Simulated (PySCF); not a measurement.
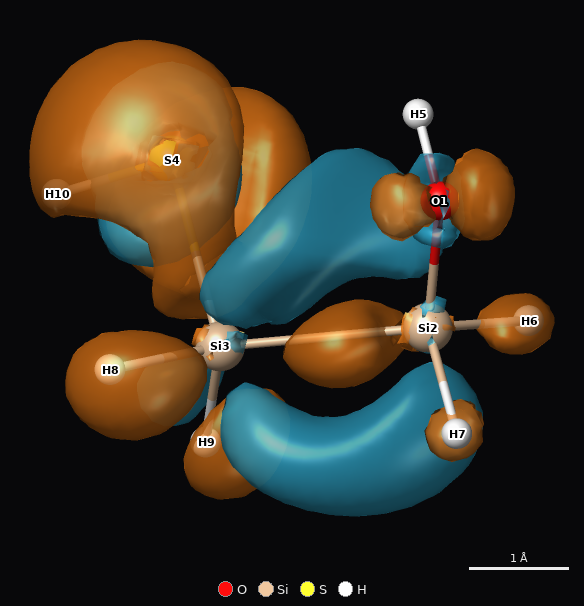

Figure 1: H$_{6}$OSSi$_{2}$, SMILES `O[SiH2][SiH2]S`. Dual descriptor f⁺ − f⁻ at ±0.02 e/Å³ (light blue positive, orange negative).

PySCF calculation, B3LYP/def2-TZVP, gas phase; geometry: GFN2-xTB. No frequency check shows the geometry to be a minimum. GFN2-xTB bond lengths at metals and heavier atoms can be off by up to 0.1 Å and shapes distorted, which carries into these values.

Which atoms come out as electrophilic, and which as nucleophilic?

Electrophilic (positive): Si2 (+0.16) and H5 (+0.07). Nucleophilic (negative): S4 (−0.32). f⁻ (Hirshfeld-condensed) is largest on S4 (0.47); the vertical ionisation energy is 9.48 eV (the stability of the cation's solution wasn't checked). f⁺ (Hirshfeld-condensed) is largest on Si2 (0.22), Si3 (0.16) and S4 (0.15); the vertical electron affinity is −0.55 eV (the stability of the anion's solution wasn't checked; negative, but this basis has no diffuse functions, so it doesn't show that the anion is unbound).
